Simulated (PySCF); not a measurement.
**Cl4Sn, SMILES `Cl[Sn](Cl)(Cl)Cl`: what the electrons do**

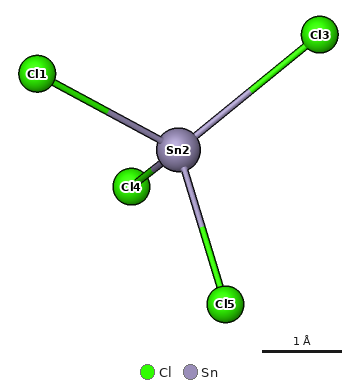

The molecule, with its atoms numbered as below. No frequency check shows the geometry to be a minimum.

Coordinates in Å:

```
Cl1      1.8482   -1.3373    0.4027
Sn2      0.0001   -0.0001   -0.0001
Cl3     -1.8483   -1.3374   -0.4026
Cl4      0.4027    1.3374   -1.8478
Cl5     -0.4028    1.3375    1.8478
```

### 1. Bonding charge

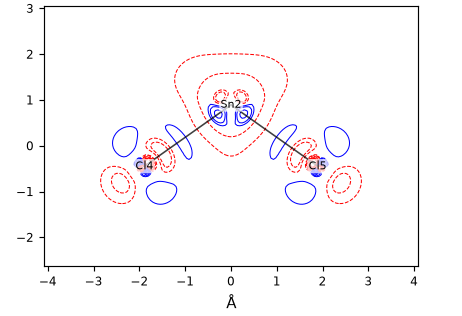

Deformation density (molecule less spherical, spin-averaged free atoms) in the plane of Sn2, Cl4 and Cl5; contours at ±0.05 to ±0.8 e/Å³; solid blue lines: gain, dashed red lines: loss.

PySCF calculation, PBE/def2-SVPD, gas phase; geometry: GFN2-xTB. Core potentials replace the inner electrons of Sn; spin–orbit coupling isn't included.

**How much density has each bond in this plane gained at its critical point, relative to the free atoms?**

Sn2–Cl4 and Sn2–Cl5: +0.02 e/Å³ at the bond critical point (bond length 2.32 Å). In all, 1.2 electrons gather in the regions of gain relative to the promolecule. A small or negative value marks a very polar bond, one between electron-rich atoms, whose free-atom densities already overlap strongly, a long bond to a heavier atom, or a closed-shell contact such as a hydrogen bond.

### 2. Bond critical points

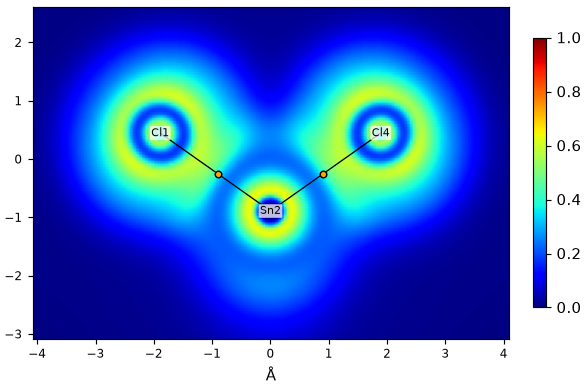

Localised orbital locator (LOL) in the plane of Cl1, Sn2 and Cl4, with bond paths and bond critical points (dots).

**What values does LOL take at the bond critical points in this plane?**

Sn2–Cl4 and Cl1–Sn2: about 0.39. Values above 0.5 mark slow, localised electrons, as in shared pairs; low values at a critical point mark a polar or closed-shell contact whose critical point lies between the shells.

### 3. Local ionisation energy

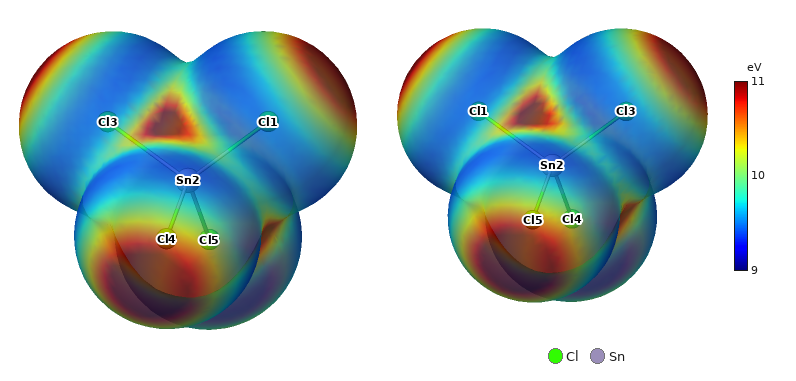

Average local ionisation energy on the surface of electron density 0.001 a.u. (back view left, front view right).

**Where are the most loosely bound electrons on this surface?**

The lowest value is 9.4 eV, 2.1 Å from Cl3, and at like points elsewhere. For comparison, the highest occupied orbital lies at −8.4 eV.

**What volume does the surface enclose, and what is the dipole moment?**

About 156 Å³; the dipole moment is 0.0 D.

### 4. In an electric field

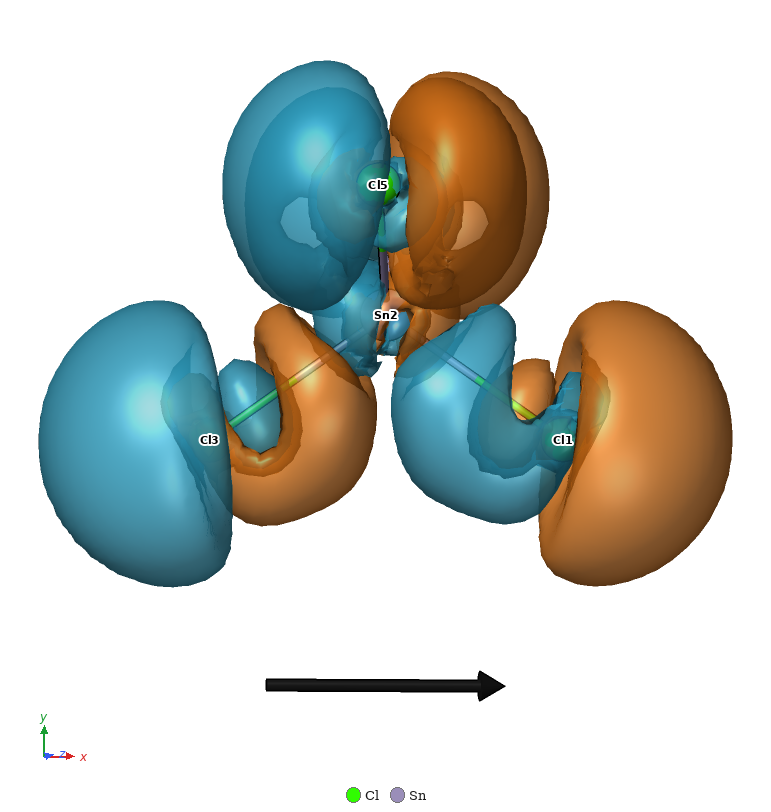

Change of the electron density in a uniform field of 0.26 V/Å along +x (arrow), surfaces at ±0.001 e/Å³ (light blue: gain, orange: loss).

Level of theory: BP86/def2-TZVP (PySCF), at a geometry from GFN2-xTB. Core potentials replace the inner electrons of Sn; spin–orbit coupling isn't included. A basis without diffuse functions makes polarisabilities too small.

**What dipole is induced, and what polarisability does it imply?**

The induced dipole is 1.13 D (along the field); α along this axis, from the fields in both directions, is 89 bohr³ (13.2 Å³).

**Which atoms gain and lose the most charge?**

Electrons gather most on Cl3 (Hirshfeld charge changes by −0.030 e) and leave Cl1 most (+0.030 e); 0.086 electrons are displaced in all.

### 5. Removing or adding an electron

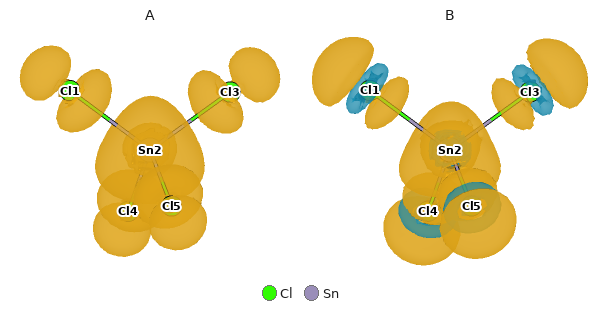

The Fukui function f⁺ from two separate SCF calculations and the density of the LUMO, at ±0.02 e/Å³ (yellow positive, teal negative).

Computed with PySCF, PBE/def2-SVP, geometry: GFN2-xTB. Core potentials replace the inner electrons of Sn; spin–orbit coupling isn't included.

**Which panel is which, and how good is the frozen-orbital picture?**

B is f⁺ (it has negative regions), A the LUMO density. The LUMO lies on Sn2 (33 %) and Cl1, Cl3, Cl4 and Cl5 (17 % each); f⁺ (Hirshfeld-condensed) is largest on Sn2 (0.22) and Cl1, Cl3, Cl4 and Cl5 (0.20 each); the vertical electron affinity is 1.39 eV (the stability of the anion's solution wasn't checked; the anion's highest orbital has positive energy, so this value and f⁺ depend on the basis). Relaxation shifts 11 % of the electron between atoms. The orbital energy is −4.20 eV.
